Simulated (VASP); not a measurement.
Band structure of Mg2Sn (antifluorite). All values below come from PBE GGA with D3 dispersion (zero damping), VASP's PBE PAW potentials (set 64) (plane waves; VASP 6.6.1).

Unless said otherwise, spin-orbit coupling is left out, though it shifts the bands of the heavy elements here.

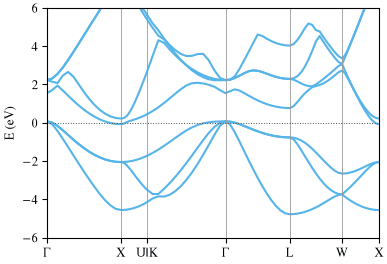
Figure. Bands along high-symmetry lines, zero at the valence-band maximum or, without a gap, the Fermi level

Problem. Read the plot: is there a gap, and where are the band edges?

Solution. It has no gap at this level: it comes out as a metal or semimetal. (Edges off the drawn lines would not show.)

Measured: gap 0.36 eV (computed value off by -0.36 eV), as given by Byungki Ryu et al., Journal of the Korean Physical Society (2019), arXiv:1905.06140.

The compound is Mg2Sn in the antifluorite structure. It was relaxed first.
